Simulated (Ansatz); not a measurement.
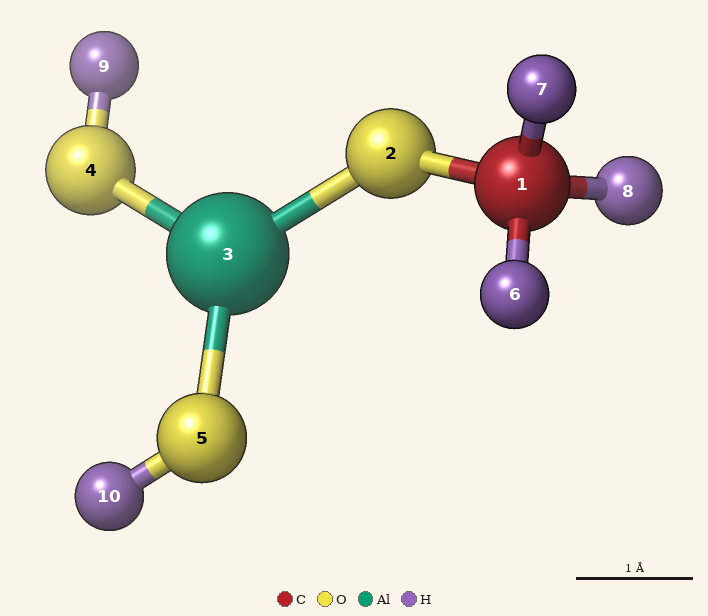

Orthographic view. Depth is shown by fading: the farther an atom, the more it takes the colour of the background. Computed geometry: PBE-D4/def2-SVP optimisation. No frequency run is at hand to confirm it as a minimum.

List the bonded neighbours of every atom.

C1: O2, H6, H7, H8
O2: C1, Al3
Al3: O2, O4, O5
O4: Al3, H9
O5: Al3, H10
H6: C1
H7: C1
H8: C1
H9: O4
H10: O5
